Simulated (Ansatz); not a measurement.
**CaF2 (fluorite): energy over volume and axial ratio**

CaF₂ (fluorite), conventional cell a = b = c = 5.5110 Å, α = β = γ = 90.00°. The calculation uses the primitive cell of 3 atoms, to which meshes and values per cell refer.

Grid over V/V₀ and (c/a)/(c/a)₀, subscript 0 meaning the relaxed cell; the conventional c axis lies along z; no internal relaxation.

These are PBE (plane waves to 420 eV, PAW, scalar-relativistic; Ansatz, a first-principles code) values and carry that method's errors. k mesh 10×10×10 (Γ-centred), Fermi-Dirac smearing 0.05 eV. Energies are smeared free energies. CaF2 was relaxed with its symmetry unable to fall. ΔE is measured from the relaxed starting cell.

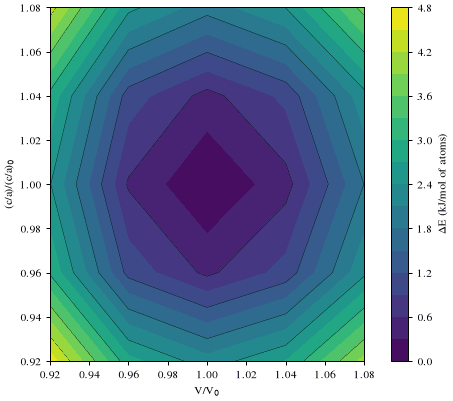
*ΔE (kJ/mol of atoms) over the 5×5 grid of computed points.*

The shear modulus C′ = (C11 − C12)/2 (fit, atoms clamped) is 57 GPa. Highest place on the grid: V/V₀ = 0.920, (c/a)/(c/a)₀ = 0.920 (48.5 meV/atom). Lowest place on the grid: V/V₀ = 1.000, (c/a)/(c/a)₀ = 1.000 (0.0 meV/atom).

Near the relaxed cell σzz − σxx = −2Cδ (compression positive), C being this modulus and δ the logarithm of the ratio.

(A scan under strain: stresses follow from slopes of the energy per volume, elastic moduli from its curvatures.)
